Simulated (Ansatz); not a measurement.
# Energy against volume for BaTiO3 (tetragonal-perovskite type, space group P4mm)

BaTiO3 (tetragonal-perovskite type, space group P4mm)

```cif
data_BaO3Ti
_chemical_formula_sum 'Ti1 Ba1 O3'
_space_group_name_H-M_alt 'P4mm'
_space_group_IT_number 99
_space_group_name_Hall 'P 4 -2'
_cell_length_a 3.95540
_cell_length_b 3.95540
_cell_length_c 4.04437
_cell_angle_alpha 90.000
_cell_angle_beta 90.000
_cell_angle_gamma 90.000
loop_
_atom_site_label
_atom_site_type_symbol
_atom_site_symmetry_multiplicity
_atom_site_Wyckoff_symbol
_atom_site_fract_x
_atom_site_fract_y
_atom_site_fract_z
_atom_site_occupancy
Ti1 Ti 1 b 0.50000 0.50000 0.44692 1
Ba1 Ba 1 a 0.00000 0.00000 0.93184 1
O1 O 1 b 0.50000 0.50000 0.90189 1
O2 O 2 c 0.00000 0.50000 0.41267 1
```

Equation-of-state scan: isotropic scaling of the cell above, V₀ being its volume. The atoms relax within the cell's symmetry.

Level of theory: PBEsol (plane waves to 420 eV, PAW, scalar-relativistic; Ansatz, a first-principles code). k mesh 9×9×9 (Γ-centred), Fermi-Dirac smearing 0.05 eV. Energies are smeared free energies. Stress and pressure are positive under compression. The relaxing atoms change the space group within the scan (P4/mmm at V/V₀ = 0.840), so nothing is fitted. BaTiO3 is run without spin polarisation. BaTiO3 was relaxed with its symmetry unable to fall. The zero of ΔE is the relaxed starting cell.

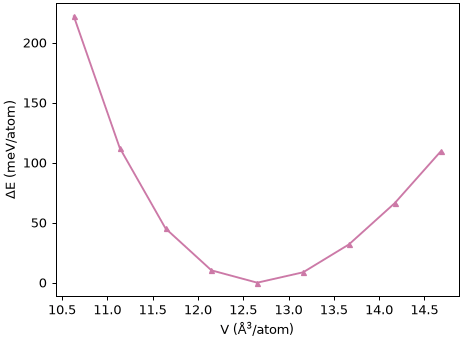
Figure: ΔE (meV/atom) against V (Å³/atom); computed points joined by lines.

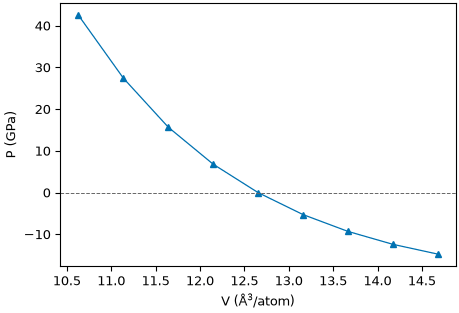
P (GPa) against V (Å³/atom); markers are the computed points, lines only join them.

The pressure at the smallest volume comes out as 42.5 GPa and the energy cost of the largest compression is 222.0 meV/atom. The energy cost of the largest expansion comes out as 109.4 meV/atom.

(A scan under strain: stresses follow from slopes of the energy per volume, elastic moduli from its curvatures.)
